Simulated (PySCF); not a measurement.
**C3H14N2OSi3: density, localisation and related maps**

Input file:

```
{"job": {"kind": "nmr", "xc": "PBE0", "basis": "pcSseg-1"}, "charge": 0, "multiplicity": 1}
C     -1.742613     3.006665     0.278100
N     -0.710194     2.064385     0.631563
Si    -1.089760     0.391348     0.865864
Si    -1.997316    -0.752412    -0.947949
Si     0.761705    -0.473361     1.943269
N      1.717787    -1.313901     0.704100
C      1.627569    -1.003035    -0.596275
C      2.501540    -1.806594    -1.531215
O      0.873480    -0.127096    -0.994168
H     -1.428751     4.018217     0.541687
H     -2.638865     2.766463     0.847105
H     -2.003344     2.988891    -0.787805
H      0.142602     2.256974     0.126836
H     -2.131863     0.501358     1.928923
H     -1.694082    -0.225555    -2.281858
H     -3.469877    -0.803336    -0.897752
H     -1.567068    -2.161185    -0.947962
H      0.557677    -1.598304     2.870098
H      1.784976     0.371719     2.581455
H      2.369508    -2.044462     0.943565
H      3.541636    -1.753767    -1.216451
H      2.400981    -1.425983    -2.543872
H      2.189519    -2.850045    -1.507179
```

Command:

```sh
OMP_NUM_THREADS=1 python probes_run.py task.json out
```

Geometry: GFN2-xTB.

Theory: PySCF 2.14.0, PBE0/pcSseg-1, SCF density, gas phase, non-relativistic.

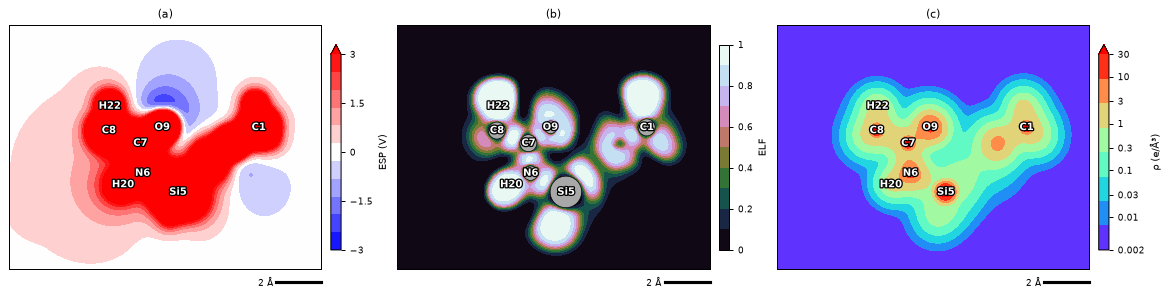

Figure 1. (a) molecular electrostatic potential; (b) electron localisation function; (c) electron density on the plane of atoms C7, C8 and H22. Grey discs cover the atomic cores in the ELF map.

Interpret the plot.

Answer.
- Atoms in the plane: C, Si, N, O and H.
- C–O (1.22 Å): ρ at the midpoint is about 3.2 e/Å³; the ELF peaks at about 0.85 between the atoms; a short, multiple covalent bond.
- C–N (1.34 Å): the density is about 2.4 e/Å³ at the midpoint; the ELF peaks at about 0.90 between the atoms; a covalent bond.
- C–C (1.51 Å): the density is about 1.7 e/Å³ at the midpoint; the ELF peaks at about 0.95 between the atoms, as expected for a shared electron pair.
- N–H (1.01 Å): ρ at the midpoint is about 2.9 e/Å³; the ELF climbs to about 1 towards the hydrogen, as it does in any bond to H: an ordinary covalent bond to hydrogen.
- The ELF also peaks beside O9, away from the bonds: lone-pair regions.
- Outside the dense part of the molecule the potential is most negative (−2.2 V) near O9.

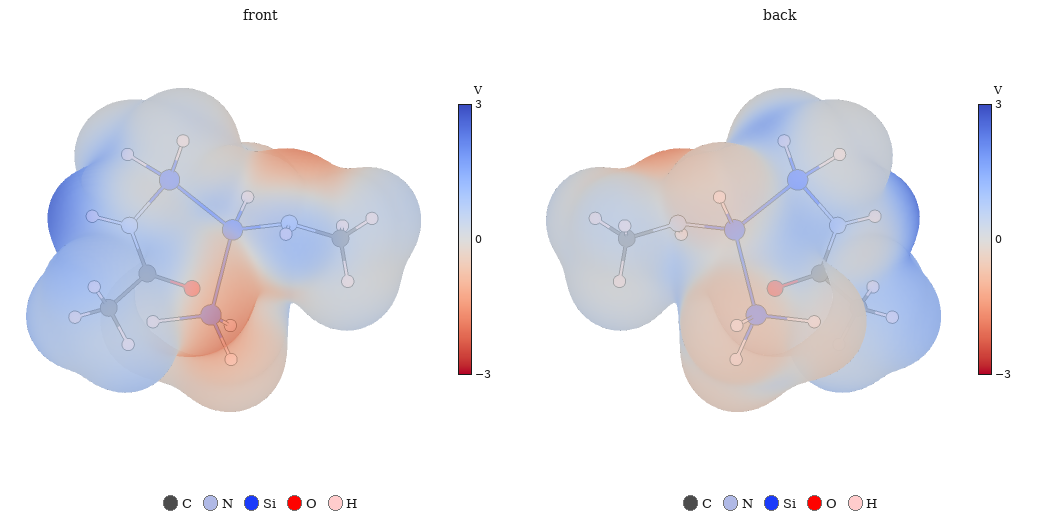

Figure 2. The molecular electrostatic potential painted on the density surface at 0.002 e/bohr³, seen from the front and from behind; red is negative and blue positive.

Describe the electrostatic potential map.

Answer. The most negative region (about −1.6 V, or −37 kcal/mol for a unit charge) lies over O9, the most positive (about +2.2 V, or +51 kcal/mol for a unit charge) over H20. O9 is the likeliest acceptor of a hydrogen bond.

How polar is the molecule by this calculation?

Answer. Its dipole moment is 3.32 D.
